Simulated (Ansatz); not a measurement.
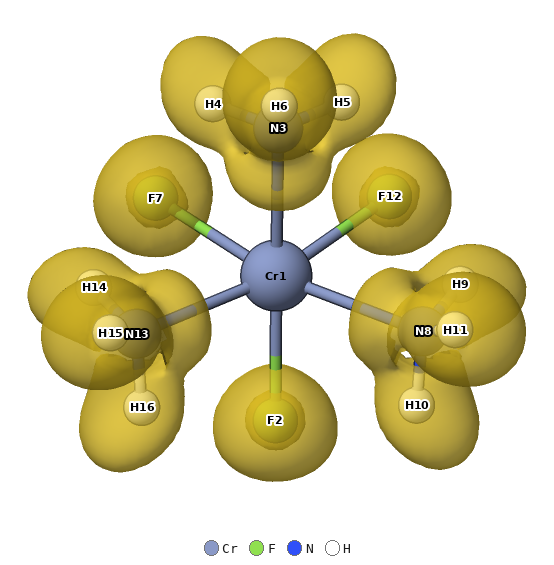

*CrF₃H₉N₃ (charge −1). Isosurface of the electron localisation function at 0.75 (yellow), seen across its widest extent. Core shells and regions of very low density are left out.*

Geometry: PBE0-D4/def2-SVPD; the highest occupied orbital lies above zero, a sign that basis and functional describe the outermost electron poorly.

Computed with RKS PBE0-D4/def2-TZVPD (Ansatz 0.2.0).

Input file:

```
crystal:
  periodic: [false, false, false]
  atoms:
    - {symbol: Cr, position_ang: [0.250841, 0.255563, 0.411891]}
    - {symbol: F, position_ang: [-0.126835, -0.124860, 2.308920]}
    - {symbol: N, position_ang: [0.391327, 0.388348, -1.761073]}
    - {symbol: H, position_ang: [1.403977, 0.247053, -1.728720]}
    - {symbol: H, position_ang: [0.208654, 1.393783, -1.757302]}
    - {symbol: H, position_ang: [-0.038121, -0.079046, -2.547908]}
    - {symbol: F, position_ang: [2.277539, 0.158253, 0.124631]}
    - {symbol: N, position_ang: [-1.847483, 0.754423, 0.521974]}
    - {symbol: H, position_ang: [-1.595120, 1.743597, 0.401196]}
    - {symbol: H, position_ang: [-1.969351, 0.533308, 1.508874]}
    - {symbol: H, position_ang: [-2.651084, 0.480005, -0.028694]}
    - {symbol: F, position_ang: [0.141229, 2.279503, 0.129189]}
    - {symbol: N, position_ang: [0.764554, -1.839893, 0.524515]}
    - {symbol: H, position_ang: [1.752724, -1.584011, 0.404230]}
    - {symbol: H, position_ang: [0.494549, -2.646926, -0.023318]}
    - {symbol: H, position_ang: [0.542621, -1.959088, 1.511624]}
basis:
  gaussian: {orbitals: def2-TZVPD, initial_orbitals: start.molden}
total_charge: -1
hamiltonian: {xc: pbe0, dispersion: d4}
scf: {omitted_lower_state_checks: [starts]}
output: {orbitals: {seedname: orbitals}}
```

Command:

```sh
ansatz run in.yaml --threads 4 --pin off --events-out ev --progress --plain --max-ram 8704MiB
```

> Identify the bonds, lone pairs and shells in this picture.

The surface consists of three regions wrapped around F (the valence shell of each) and three joined regions spread over several atoms (H, N), in which their bonds and any lone pairs are merged.

Values along the shortest contacts:
Cr–F (1.97 Å): the ELF peaks at about 0.85 in the valence shell of F, 0.6 Å from its nucleus, and is about 0.10 at the midpoint. Cr–N (2.16 Å): the ELF peaks at about 0.90 in the valence shell of N, 0.7 Å from its nucleus, and is about 0.15 at the midpoint.
